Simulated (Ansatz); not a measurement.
## SiHF3: energy and gradient calculation

The run: energy and gradient calculation of SiHF3. Method and program: CCSDTQ/MINI, RHF, sfX2C (Ansatz 0.2.0).

The geometry comes from this level: PBE0-D4/def2-TZVP. Figures and captions count atoms from 1; the log counts them from 0 in places.

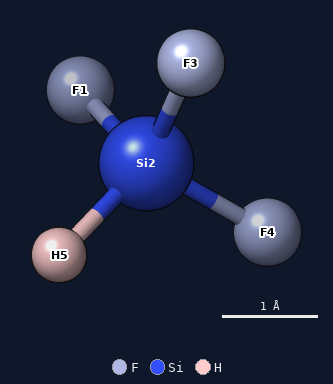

Fig. 1: The structure as given in the input (ball-and-stick view, seen at a tilt; atoms are numbered from 1 in the order of the input).

Input file:
```yaml
crystal:
  periodic: [false, false, false]
  atoms:
    - {symbol: F, position_ang: [-0.447100, -0.082200, 1.491300]}
    - {symbol: Si, position_ang: [0.040700, 0.001700, -0.001800]}
    - {symbol: F, position_ang: [-0.597100, 1.281400, -0.657200]}
    - {symbol: F, position_ang: [-0.495900, -1.263300, -0.767200]}
    - {symbol: H, position_ang: [1.499400, 0.062400, -0.065100]}
basis:
  gaussian:
    orbitals: MINI.json
    nuclear_model: gaussian
    symmetry_tolerance_ang: 0.001
    point_charges: [{charge: -1, position_ang: [-2.1189, 0.3568, -6.2072]}]
magnetization:
  spin_polarized: false
  initial_magnetization: 0
hamiltonian:
  pseudopotentials: {relativity: scalar}
correlation:
  method: ccsdtq
  diis_vectors: 12
accuracy: high
output: {forces: true}
```

Machine: 1 thread of Arm Neoverse N1, 54 GiB of memory available, shared host.

Run as:
```bash
ansatz run run.yaml --threads 1 --pin off --max-ram 2610MiB --events-out events.jsonl --progress --plain --runs-dir runs
```

What the program printed:
```
Functional definition: HF
  name "HF"
  exchange = exact_x
  correlation = 0
492 factors; integrals over basis functions are off by at most 2.3e-8 eV
mean field evaluation 1: about -15922.0454 eV, gradient 1.8e1 eV
mean field evaluation 2: about -15922.0905 eV, gradient 1.8e1 eV
mean field evaluation 4: about -15923.5619 eV, gradient 7.8e-1 eV
mean field evaluation 8: about -15923.5644 eV, gradient 5.6e-6 eV
mean field evaluation 16: about -15923.4995 eV, gradient 7.8e-1 eV
mean field -15923.56443319 eV, -585.1801995399 hartree, gradient 9.4e-9 eV, S^2 0.000000; 0 other end points of the search recorded, 0 dependent functions left out
8 core orbitals not correlated: weight in the atoms' cores, before any rotation towards them, 1.000 or more for the frozen orbitals, at most 0.000 for the correlated occupied ones
reference -15923.56443319 eV, -585.1801995399 hartree; 13, 13 occupied and 4, 4 virtual orbitals, 492 factors
second order -1.73358560 eV of doubles, -0.00000000 eV of singles
cycle   1  -1.79792702 eV  change   -6.4e-2 eV  update   8.2e-2
cycle   2  -2.03859028 eV  change   -2.4e-1 eV  update   4.0e-2
cycle   3  -2.11519960 eV  change   -7.7e-2 eV  update   2.2e-2
cycle   4  -2.13825942 eV  change   -2.3e-2 eV  update   8.8e-3
cycle   5  -2.14005238 eV  change   -1.8e-3 eV  update   5.2e-3
cycle   6  -2.13784800 eV  change    2.2e-3 eV  update   1.6e-3
cycle   7  -2.13821756 eV  change   -3.7e-4 eV  update   8.0e-4
cycle   8  -2.13828266 eV  change   -6.5e-5 eV  update   4.4e-4
cycle   9  -2.13816252 eV  change    1.2e-4 eV  update   9.5e-5
cycle  10  -2.13816326 eV  change   -7.4e-7 eV  update   3.4e-5
cycle  11  -2.13820476 eV  change   -4.1e-5 eV  update   1.6e-5
cycle  12  -2.13820146 eV  change    3.3e-6 eV  update   5.5e-6
cycle  13  -2.13819793 eV  change    3.5e-6 eV  update   2.0e-6
cycle  14  -2.13819785 eV  change    8.1e-8 eV  update   7.1e-7
cycle  15  -2.13819756 eV  change    2.9e-7 eV  update   4.1e-7
cycle  16  -2.13819756 eV  change   -7.8e-9 eV  update   1.3e-7
cycle  17  -2.13819762 eV  change   -6.0e-8 eV  update   6.0e-8
cycle  18  -2.13819763 eV  change   -2.8e-9 eV  update   1.9e-8
cycle  19  -2.13819761 eV  change    1.2e-8 eV  update   1.4e-8
cycle  20  -2.13819762 eV  change   -7.6e-9 eV  update   7.2e-9
cycle  21  -2.13819762 eV  change    1.4e-9 eV  update   2.3e-9
the calculation of the forces begins
Total energy: -15925.70263081 eV, -585.2587768531 hartree
Relativity: scalar
Atom 0 at    -0.447100    -0.082200     1.491300 Å, force    -0.980714    -0.176003     3.092595 eV/Å
Atom 1 at     0.040700     0.001700    -0.001800 Å, force    -0.057651     0.036789    -0.565516 eV/Å
Atom 2 at    -0.597100     1.281400    -0.657200 Å, force    -1.244531     2.587106    -1.126855 eV/Å
Atom 3 at    -0.495900    -1.263300    -0.767200 Å, force    -1.040056    -2.578087    -1.354083 eV/Å
Atom 4 at     1.499400     0.062400    -0.065100 Å, force     3.311817     0.130525    -0.046347 eV/Å
Dipole moment:     0.153831     0.009248    -0.041856 e Å
```

Key numbers:

```csv
quantity,value
outcome,converged
total energy,−585.258777 hartree
SCF energy,−585.180200 hartree
MP2 energy,−585.243908 hartree
correlation energy,−0.078577 hartree
basis functions,25
largest force,3.315 eV/Å
T1 diagnostic,0.011
SCF solution under orbital rotations,stable
wall time,2.1 min
peak memory,0.64 GiB
```
